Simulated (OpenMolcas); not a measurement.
C2H2S (ethenethione): a line through the functionals

C2H2S has 5 atoms, charge 0, and is taken as a singlet. As SMILES, `C=C=S`. The shape is that of a PBE0-D4/def2-TZVP optimisation.

The electronic atomisation energy y, in eV, basis def2-TZVP; a is the functional's share of exact exchange. Programs: OpenMolcas 26.06.

| functional | program | a | y (eV) |
| --- | --- | --- | --- |
| TPSS | OpenMolcas | 0 | 21.06 |
| BLYP | OpenMolcas | 0 | 20.93 |
| B3LYP | OpenMolcas | 0.2 | 20.75 |
| PBE0 | OpenMolcas | 0.25 | ? |
| BHLYP | OpenMolcas | 0.5 | 19.80 |

Problem. Fit y = c + s·a to the known rows and predict PBE0.

Solution. 
1. Means of the 4 rows: a = 0.1750, y = 20.635.
2. Σ(Δa)² = 0.1675, Σ(Δa·Δy) = -0.3945, so the slope is -0.3945/0.1675 = -2.3552.
3. Intercept: 20.635 − (-2.3552) × 0.1750 = 21.047. The largest residual of the fit is 0.17.
4. PBE0: 21.047 + (-2.3552) × 0.25 = 20.46 eV.

The run gave 21.02 eV, so the prediction is off by -0.56 eV, more than the scatter of the fit. The rows mix families of semi-local functionals, which the line can't see.

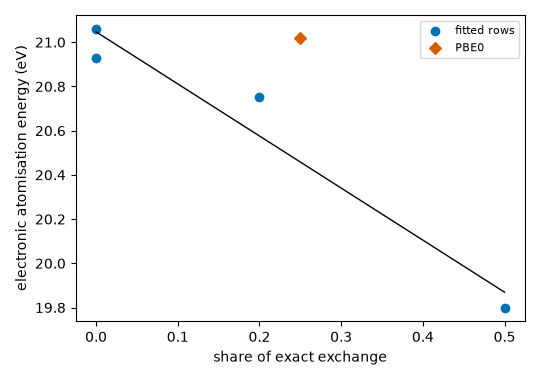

The fitted line, with the withheld row.
